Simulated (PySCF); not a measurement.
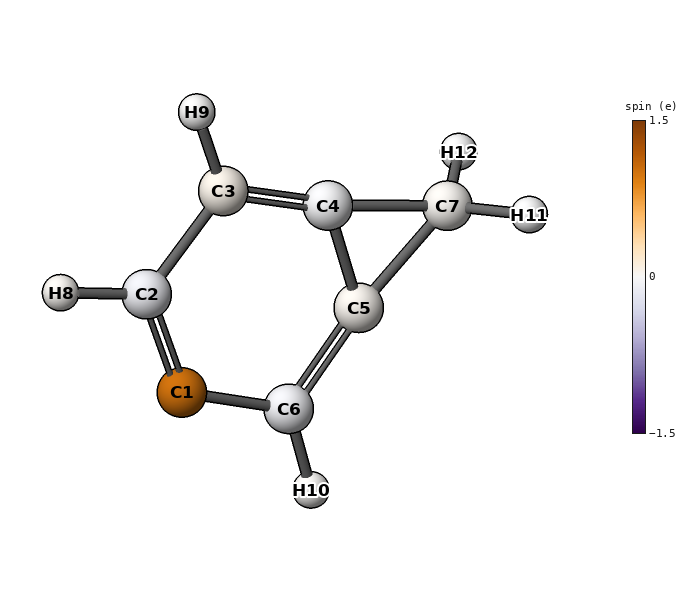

Atoms are coloured by their Mulliken spin populations. Charge 0, doublet. The computed structure is the end point of a GFN2-xTB optimisation. No frequency run is at hand to confirm it as a minimum. Method: UKS B3LYP, pcH-1 on C H, non-relativistic (PySCF 2.14.0).

Question: Which atom carries the largest spin population?

Answer: C1 (1.01 e).

Question: Which atom has the lowest spin population?

Answer: C2 (−0.09 e); a negative value comes from spin polarisation.

Give the Mulliken spin populations atom by atom.

```tsv
atom	value (e)
C1	1.01
C2	−0.09
C3	0.07
C4	−0.03
C5	0.04
C6	−0.06
C7	0.03
H8	0.02
H9	0.00
H10	0.01
H11	0.00
H12	0.00
```

Mulliken values depend strongly on the basis set.
